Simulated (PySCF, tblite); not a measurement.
# C₅H₈OS₂: dynamics, then NMR shifts on frames, part 2 of 2

tblite 0.8.0 and PySCF 2.14.0. Atoms count from 0. Earlier steps stand in the parts before.

## (5) Shielding tensors: 625 fs, PBE0/pcSseg-1

What the job is given:

```
{"job": {"kind": "nmr", "xc": "PBE0", "basis": "pcSseg-1", "pop": false}, "charge": 0, "multiplicity": 1}
C      1.936100     0.448500     0.802800
O      0.555500     0.446700     1.187500
C     -0.437200     0.185400     0.351400
S     -0.208100    -0.388400    -1.155600
C     -1.862300     0.430700     0.901500
C     -2.405700    -0.709300     1.617200
C     -2.684200    -1.941800     0.935300
S     -3.355400    -0.452000     2.914400
H      2.198700    -0.488500     0.440600
H      2.122100     1.193600     0.051200
H      2.431100     0.869500     1.625700
H     -1.942600     1.327900     1.557000
H     -2.455700     0.503800    -0.008500
H     -3.724100    -2.100800     0.738000
H     -2.107300    -1.884200    -0.067500
H     -2.214100    -2.782000     1.412500
```

With the program's defaults for keys left out, this is: GIAO PBE0/pcSseg-1 NMR shielding, non-relativistic, gas phase.

Log:

```text
coarse grid: 14728 points
cycle   1  E = -1066.0664440780  dE =  1.263e+00  |g| = 6.186e-01  |ddm| = 3.755e+00
cycle   2  E = -1065.8679710205  dE =  1.985e-01  |g| = 1.124e+00  |ddm| = 1.558e+00
cycle   3  E = -1066.1522457466  dE = -2.843e-01  |g| = 1.945e-01  |ddm| = 1.137e+00
cycle   4  E = -1066.1600060386  dE = -7.760e-03  |g| = 8.882e-02  |ddm| = 2.717e-01
cycle   5  E = -1066.1618973315  dE = -1.891e-03  |g| = 2.538e-02  |ddm| = 1.015e-01
cycle   6  E = -1066.1620275194  dE = -1.302e-04  |g| = 4.305e-03  |ddm| = 2.270e-02
cycle   7  E = -1066.1620299214  dE = -2.402e-06  |g| = 2.786e-03  |ddm| = 6.430e-03
final grid: 133720 points
cycle   8  E = -1066.2253501120  dE = -1.045e-05  |g| = 1.697e-02  |ddm| = 3.482e-02
cycle   9  E = -1066.2251683098  dE =  1.818e-04  |g| = 3.216e-02  |ddm| = 4.162e-02
cycle  10  E = -1066.2254090867  dE = -2.408e-04  |g| = 3.860e-03  |ddm| = 3.196e-02
cycle  11  E = -1066.2254127976  dE = -3.711e-06  |g| = 7.619e-04  |ddm| = 4.161e-03
cycle  12  E = -1066.2254129037  dE = -1.061e-07  |g| = 2.260e-04  |ddm| = 8.122e-04
cycle  13  E = -1066.2254129164  dE = -1.272e-08  |g| = 8.041e-05  |ddm| = 3.449e-04
cycle  14  E = -1066.2254129180  dE = -1.623e-09  |g| = 2.932e-05  |ddm| = 1.039e-04
cycle  15  E = -1066.2254129182  dE = -2.065e-10  |g| = 3.494e-06  |ddm| = 2.741e-05
converged SCF energy = -1066.2254129182

GIAO shielding tensors (ppm)
atom      isotropic    diamagn.    paramagn.     s11        s22        s33       span
  0 C      129.441     246.096    -116.655     92.954    111.748    183.621     90.667
  1 O       56.852     398.754    -341.902   -218.090    129.527    259.119    477.208
  2 C      -43.614     257.725    -301.339   -215.684      5.049     79.794    295.478
  3 S       13.274    1059.996   -1046.722   -518.735    -53.432    611.989   1130.724
  4 C      105.072     248.498    -143.426     82.342    103.218    129.657     47.314
  5 C      -98.336     243.806    -342.142   -288.984   -165.452    159.427    448.411
  6 C      152.757     254.212    -101.455    122.709    155.227    180.334     57.626
  7 S     -771.224    1053.321   -1824.545  -2256.626   -560.455    503.409   2760.035
  8 H       28.121      30.904      -2.782     24.312     26.165     33.888      9.576
  9 H       28.256      30.914      -2.658     24.859     26.089     33.821      8.962
 10 H       27.957      29.701      -1.743     24.130     26.867     32.875      8.744
 11 H       25.760      29.819      -4.060     23.039     24.992     29.250      6.211
 12 H       26.567      30.293      -3.726     23.678     26.421     29.603      5.925
 13 H       28.982      29.247      -0.266     24.485     28.339     34.121      9.636
 14 H       25.785      29.502      -3.717     20.316     25.467     31.573     11.257
 15 H       29.349      28.958       0.391     26.375     28.647     33.025      6.651
```

Wall time 47 s (1 thread of Arm Neoverse N1, shared host); peak memory 0.91 GiB.

Key values: δ C5 285.3, C2 230.5, C4 81.9, C0 57.5, H11 5.96, H14 5.93 ppm.

## (6) NMR shieldings: 800 fs, PBE0/pcSseg-1

What the job is given:

```
{"job": {"kind": "nmr", "xc": "PBE0", "basis": "pcSseg-1", "pop": false}, "charge": 0, "multiplicity": 1}
C      2.018400     0.210700     1.364700
O      0.638400     0.292900     1.673100
C     -0.270300     0.210600     0.666200
S     -0.078800    -0.191500    -0.926900
C     -1.700600     0.588100     1.175300
C     -2.166100    -0.468800     2.124200
C     -1.704000    -1.747100     1.865900
S     -3.375600    -0.165800     3.205800
H      2.366600    -0.840900     1.108600
H      2.079100     0.822800     0.429100
H      2.667000     0.688700     2.186300
H     -1.531800     1.561000     1.618900
H     -2.367500     0.467600     0.294000
H     -1.565900    -2.280100     2.825100
H     -2.586300    -2.183900     1.349800
H     -0.729900    -1.841500     1.311600
```

With the program's defaults for keys left out, this is: GIAO PBE0/pcSseg-1 NMR shielding, non-relativistic, gas phase.

Log:

```text
coarse grid: 14728 points
cycle   1  E = -1066.0604411542  dE =  1.067e+00  |g| = 6.260e-01  |ddm| = 3.731e+00
cycle   2  E = -1065.8308874914  dE =  2.296e-01  |g| = 1.178e+00  |ddm| = 1.699e+00
cycle   3  E = -1066.1499065922  dE = -3.190e-01  |g| = 2.094e-01  |ddm| = 1.264e+00
cycle   4  E = -1066.1586804573  dE = -8.774e-03  |g| = 9.309e-02  |ddm| = 2.883e-01
cycle   5  E = -1066.1606990546  dE = -2.019e-03  |g| = 2.750e-02  |ddm| = 1.083e-01
cycle   6  E = -1066.1608529953  dE = -1.539e-04  |g| = 4.365e-03  |ddm| = 2.485e-02
cycle   7  E = -1066.1608555772  dE = -2.582e-06  |g| = 2.956e-03  |ddm| = 7.050e-03
final grid: 133720 points
cycle   8  E = -1066.2235876192  dE =  6.093e-06  |g| = 1.710e-02  |ddm| = 3.211e-02
cycle   9  E = -1066.2233802937  dE =  2.073e-04  |g| = 3.345e-02  |ddm| = 4.650e-02
cycle  10  E = -1066.2236507101  dE = -2.704e-04  |g| = 3.576e-03  |ddm| = 3.544e-02
cycle  11  E = -1066.2236537452  dE = -3.035e-06  |g| = 7.822e-04  |ddm| = 4.008e-03
cycle  12  E = -1066.2236538688  dE = -1.236e-07  |g| = 1.852e-04  |ddm| = 8.378e-04
cycle  13  E = -1066.2236538769  dE = -8.111e-09  |g| = 7.975e-05  |ddm| = 2.918e-04
cycle  14  E = -1066.2236538785  dE = -1.537e-09  |g| = 2.873e-05  |ddm| = 9.746e-05
cycle  15  E = -1066.2236538787  dE = -2.096e-10  |g| = 4.437e-06  |ddm| = 2.980e-05
converged SCF energy = -1066.2236538787

GIAO shielding tensors (ppm)
atom      isotropic    diamagn.    paramagn.     s11        s22        s33       span
  0 C      119.283     250.111    -130.829     91.238    103.234    163.376     72.138
  1 O       61.914     398.887    -336.973   -210.576    122.760    273.560    484.136
  2 C      -63.943     260.811    -324.753   -254.736    -11.669     74.577    329.313
  3 S      -64.985    1059.789   -1124.774   -707.467    -75.552    588.065   1295.531
  4 C      101.129     252.401    -151.272     72.914     98.092    132.380     59.466
  5 C      -89.394     260.595    -349.989   -263.353   -154.680    149.852    413.205
  6 C      143.287     244.984    -101.697    125.666    135.735    168.460     42.794
  7 S     -423.193    1053.656   -1476.849  -1510.327   -362.399    603.147   2113.474
  8 H       26.390      28.717      -2.327     23.038     24.466     31.667      8.628
  9 H       26.226      30.242      -4.017     22.544     25.059     31.074      8.530
 10 H       25.952      26.688      -0.736     22.491     24.509     30.856      8.365
 11 H       27.069      31.016      -3.947     24.707     26.079     30.420      5.713
 12 H       26.245      30.615      -4.370     22.284     26.725     29.726      7.441
 13 H       27.585      26.395       1.190     23.814     27.980     30.962      7.149
 14 H       27.582      26.179       1.403     23.624     27.075     32.046      8.422
 15 H       26.749      28.193      -1.445     21.928     25.891     32.428     10.501
```

Wall time 48 s (1 thread of Arm Neoverse N1, shared host); peak memory 0.91 GiB.

Key values: δ C5 276.3, C2 250.9, C4 85.8, C0 67.6, H10 5.76, H9 5.49 ppm.

## (7) Shielding tensors: 1000 fs, PBE0/pcSseg-1

What the job is given:

```
{"job": {"kind": "nmr", "xc": "PBE0", "basis": "pcSseg-1", "pop": false}, "charge": 0, "multiplicity": 1}
C      1.657800     1.162500     1.024000
O      0.325500     1.134200     1.343300
C     -0.473700     0.459700     0.470100
S     -0.292500     0.132200    -1.100100
C     -1.923200     0.367500     0.952400
C     -1.912400    -0.064400     2.360900
C     -1.087300    -1.362100     2.661900
S     -2.266700     0.788800     3.733300
H      1.770900     0.483300     0.086900
H      2.022900     2.060100     0.763500
H      2.166600     0.758600     1.947200
H     -2.475500     1.266300     0.902000
H     -2.451500    -0.463000     0.456600
H     -1.084700    -1.489500     3.701000
H     -1.628500    -2.172000     2.276900
H     -0.004700    -1.249500     2.327100
```

With the program's defaults for keys left out, this is: GIAO PBE0/pcSseg-1 NMR shielding, non-relativistic, gas phase.

Log:

```text
coarse grid: 14728 points
cycle   1  E = -1066.0426888001  dE =  1.166e+00  |g| = 6.415e-01  |ddm| = 3.774e+00
cycle   2  E = -1065.7898647927  dE =  2.528e-01  |g| = 1.232e+00  |ddm| = 1.656e+00
cycle   3  E = -1066.1352589693  dE = -3.454e-01  |g| = 2.015e-01  |ddm| = 1.257e+00
cycle   4  E = -1066.1436411940  dE = -8.382e-03  |g| = 9.174e-02  |ddm| = 2.817e-01
cycle   5  E = -1066.1456389434  dE = -1.998e-03  |g| = 2.859e-02  |ddm| = 1.076e-01
cycle   6  E = -1066.1458017879  dE = -1.628e-04  |g| = 5.179e-03  |ddm| = 2.539e-02
cycle   7  E = -1066.1458058354  dE = -4.048e-06  |g| = 3.231e-03  |ddm| = 8.408e-03
cycle   8  E = -1066.1458084125  dE = -2.577e-06  |g| = 9.548e-04  |ddm| = 4.132e-03
final grid: 133720 points
cycle   9  E = -1066.2093006893  dE = -2.246e-05  |g| = 1.407e-02  |ddm| = 3.464e-02
cycle  10  E = -1066.2091601297  dE =  1.406e-04  |g| = 2.706e-02  |ddm| = 3.774e-02
cycle  11  E = -1066.2093419788  dE = -1.818e-04  |g| = 4.221e-03  |ddm| = 2.976e-02
cycle  12  E = -1066.2093462589  dE = -4.280e-06  |g| = 6.796e-04  |ddm| = 4.136e-03
cycle  13  E = -1066.2093463412  dE = -8.236e-08  |g| = 1.848e-04  |ddm| = 6.205e-04
cycle  14  E = -1066.2093463487  dE = -7.483e-09  |g| = 6.090e-05  |ddm| = 2.321e-04
cycle  15  E = -1066.2093463494  dE = -7.167e-10  |g| = 3.318e-05  |ddm| = 9.193e-05
cycle  16  E = -1066.2093463497  dE = -2.938e-10  |g| = 4.314e-06  |ddm| = 3.793e-05
converged SCF energy = -1066.2093463497

GIAO shielding tensors (ppm)
atom      isotropic    diamagn.    paramagn.     s11        s22        s33       span
  0 C      129.644     250.106    -120.462     96.999    115.068    176.864     79.865
  1 O       69.232     398.557    -329.325   -216.686    115.047    309.334    526.020
  2 C      -47.522     257.634    -305.157   -230.291     12.201     75.522    305.813
  3 S      -76.088    1059.341   -1135.429   -869.986    -30.118    671.839   1541.825
  4 C      114.550     244.771    -130.221     80.559    116.226    146.865     66.306
  5 C     -107.679     259.105    -366.784   -292.452   -176.286    145.702    438.154
  6 C      133.698     245.464    -111.766    103.961    115.339    181.794     77.833
  7 S     -722.787    1054.790   -1777.577  -2159.131   -477.378    468.148   2627.279
  8 H       24.300      28.258      -3.958     20.203     24.879     27.818      7.615
  9 H       29.631      32.246      -2.616     26.309     27.003     35.580      9.272
 10 H       26.971      28.503      -1.532     21.572     26.364     32.978     11.406
 11 H       27.516      29.689      -2.173     24.205     28.222     30.120      5.915
 12 H       26.226      29.442      -3.216     24.564     26.141     27.972      3.409
 13 H       29.193      31.314      -2.122     26.203     29.825     31.550      5.347
 14 H       29.963      29.889       0.074     26.144     30.607     33.138      6.995
 15 H       27.850      28.892      -1.042     24.381     28.964     30.205      5.825
```

Wall time 50 s (1 thread of Arm Neoverse N1, shared host); peak memory 0.91 GiB.

In short: δ C5 294.6, C2 234.4, C4 72.4, C0 57.3, H8 7.42, H12 5.49 ppm.

## (8) Run by run: NMR shifts

Shifts (ppm) of some atoms, chosen among heavy atoms and hydrogens apart, with basis size and wall time:

```tsv
frame	C5	C2	H8	H9	O1	S7	S3	functions	time
250 fs	281.6	232.7	4.38	2.76	257.4	1078	432	190	47 s
425 fs	262.9	235.5	3.15	8.40	262.5	1106	452	190	45 s
625 fs	285.3	230.5	3.60	3.46	279.2	1275	490	190	47 s
800 fs	276.3	250.9	5.33	5.49	274.2	927	569	190	48 s
1000 fs	294.6	234.4	7.42	2.09	266.8	1227	580	190	50 s
```

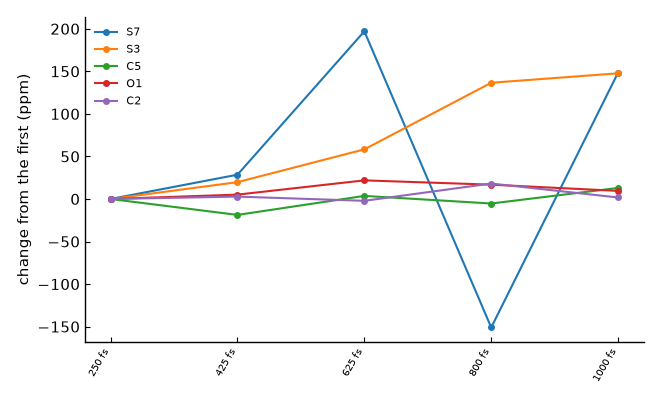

How five of the tabulated atoms move from run to run.

## (9) Summary of results

This closing draws on all 2 parts.

| quantity | value |
| --- | --- |
| thermostat | 600 K |
| mean temperature, second half | 529 K |
| mean potential energy above the minimum | 0.99 eV |
| 13C shifts against TMS (PBE0/pcSseg-1, 250 fs) | 281.6, 232.7, 85.8, 62.7, 46.8 ppm |
| 1H shifts against TMS (PBE0/pcSseg-1, 250 fs) | 6.58, 5.21, 4.98, 4.88, 4.38, 4.32, 3.49, 2.76 ppm |
| 17O shifts against H2O (PBE0/pcSseg-1, 250 fs) | 257.4 ppm |
| 33S shifts against CS2 (PBE0/pcSseg-1, 250 fs) | 1078, 432 ppm |
| range of the shift of S7 | 927 to 1275 ppm |

**Reading.** In the second half the potential energy averages 0.99 eV above the minimum; equipartition over 42 harmonic modes at 600 K would give 1.09 eV. With 16 atoms the temperature swings widely (281 to 804 K). Shifts at one fixed geometry are not the observed spectrum, which averages over the motion. In the first frame run (250 fs): The largest span, 2299 ppm, is at S7, where the paramagnetic term is -1630 ppm. In ppm, S7 moves most: its shift spreads over 348 ppm, from 927 (800 fs) to 1275 (625 fs).
